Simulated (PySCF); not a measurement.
# C2H5AlFS− (SMILES FC[C]([AlH3-])=S): MP2/6-31+G(d) (spherical functions)

What is the vertical ionisation energy of C2H5AlFS− at MP2/6-31+G* (spherical functions)? The job is set up through a Python script.

Program for the calculation: PySCF 2.14.0.

### Step 1. Starting point

C2H5AlFS− has 10 atoms, charge -1, and is taken as a singlet. As SMILES, `FC[C]([AlH3-])=S`. Geometry: a GFN2-xTB relaxation, a rough one for these elements and not checked as a minimum. This is one conformer, not always the lowest.

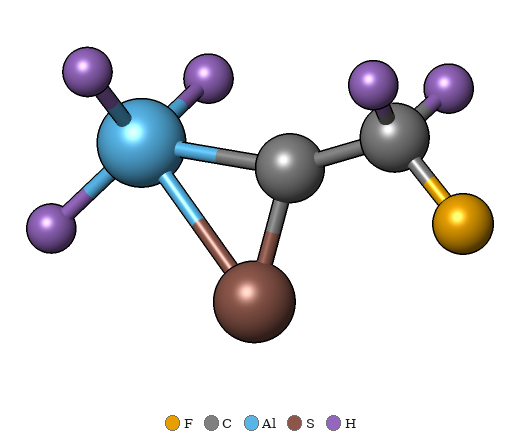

The structure, seen from a chosen angle (fluorine amber, carbon grey, aluminium blue, sulfur brown, hydrogen purple).

### Step 2. The energy at MP2/6-31+G(d) (spherical functions)

run.py

```python
from pyscf import gto, scf, mp

mol = gto.Mole()
mol.atom = '''
F     -1.575918     1.729817    -4.710653
C     -1.201866     2.117854    -2.120537
C     -0.112212     0.041763    -0.599100
Al     1.177092    -1.809885     2.621693
S      0.675917    -2.655840    -1.960213
H      0.033656     3.778148    -1.977296
H     -3.066761     2.610808    -1.355104
H      3.331209     0.286690     3.074282
H      2.275363    -4.594548     3.064852
H     -1.536480    -1.504808     3.962075
'''
mol.basis = '6-31+g*'
mol.verbose = 3
mol.unit = 'bohr'
mol.charge = -1
mol.spin = 0
mol.max_memory = 1860
mol.build()

myscf = scf.RHF(mol)
myscf.conv_tol = 1e-10
myscf.kernel()
if not myscf.converged:
    myscf = myscf.newton().run(myscf.mo_coeff, myscf.mo_occ)

pt = mp.MP2(myscf, frozen=13).run()
etot = pt.e_tot
print('E = %.10f Eh' % etot)
```

On the command line:

```bash
$ OMP_NUM_THREADS=1 python run.py
```

Log:

```text
converged SCF energy = -817.450617548009
E(RMP2) = -818.06868596772  E_corr = -0.618068419711185
E(SCS-RMP2) = -818.057071899753  E_corr = -0.606454351744564
E = -818.0686859677 Eh
```

Wall time 5.1 s (1 thread of Arm Neoverse V1, shared host); peak memory 0.31 GiB.

### Step 3. Doublet neutral C2H5AlFS at the same level

run.py

```python
from pyscf import gto, mp

mol = gto.M(
    atom='''
F     -0.833940     0.915380    -2.492770
C     -0.636000     1.120720    -1.122140
C     -0.059380     0.022100    -0.317030
Al     0.622890    -0.957750     1.387340
S      0.357680    -1.405410    -1.037300
H      0.017810     1.999310    -1.046340
H     -1.622860     1.381580    -0.717090
H      1.762800     0.151710     1.626840
H      1.204070    -2.431330     1.621850
H     -0.813070    -0.796310     2.096640
''',
    basis='6-31+g*',
    spin=1,
    charge=0,
    max_memory=1860,
    verbose=3,
)

hf = mol.UHF()
hf.conv_tol = 1e-10
hf.kernel()
if not hf.converged:
    hf = hf.newton().run(hf.mo_coeff, hf.mo_occ)

pt = mp.MP2(hf, frozen=13).run()
e_final = pt.e_tot
print('E = %.10f Eh' % e_final)
```

On the command line:

```bash
$ OMP_NUM_THREADS=1 python run.py
```

Log:

```text
converged SCF energy = -817.352980444225  <S^2> = 0.78173861  2S+1 = 2.0314907
E(UMP2) = -817.963000200533  E_corr = -0.610019756308161
E(SCS-UMP2) = -817.950458104301  E_corr = -0.597477660076094
E = -817.9630002005 Eh
```

It took 9.9 s on 1 thread of Arm Neoverse V1, shared host; peak memory 0.33 GiB.

### Step 4. Outcome

At MP2/6-31+G* (spherical functions), 13 core orbitals frozen:

| quantity | value |
| --- | --- |
| singlet C2H5AlFS−: total energy | -818.06869 Eh |
| singlet C2H5AlFS−: HOMO energy (Hartree–Fock orbitals) | -3.69 eV |
| singlet C2H5AlFS−: LUMO energy (Hartree–Fock orbitals) | 4.76 eV |
| singlet C2H5AlFS−: HOMO–LUMO gap (to an unbound level, set by the basis) | 8.45 eV |
| singlet C2H5AlFS−: correlation energy (13 core orbitals frozen) | -618.1 mEh |
| doublet neutral C2H5AlFS: total energy | -817.96300 Eh |
| doublet neutral C2H5AlFS: dipole moment (Hartree–Fock density) | 3.65 D |
| doublet neutral C2H5AlFS: HOMO energy (Hartree–Fock orbitals) (highest over α and β) | -10.34 eV |
| doublet neutral C2H5AlFS: LUMO energy (Hartree–Fock orbitals) (lowest over α and β) | -1.60 eV |
| doublet neutral C2H5AlFS: correlation energy (13 core orbitals frozen) | -610.0 mEh |
| doublet neutral C2H5AlFS: ⟨S²⟩ of the reference determinant | 0.782 |
| vertical detachment energy (to the doublet neutral) | 2.876 eV |

The vertical ionisation energy comes to 2.88 eV (277 kJ/mol). Mulliken charges (singlet C2H5AlFS−) of the mean-field density run from -0.39 on F1 to +0.64 on Al4; in a basis this large or diffuse they mean little. Mulliken charges (doublet neutral C2H5AlFS) of the mean-field density run from -0.44 on C2 to +0.58 on Al4; in a basis this large or diffuse they mean little.
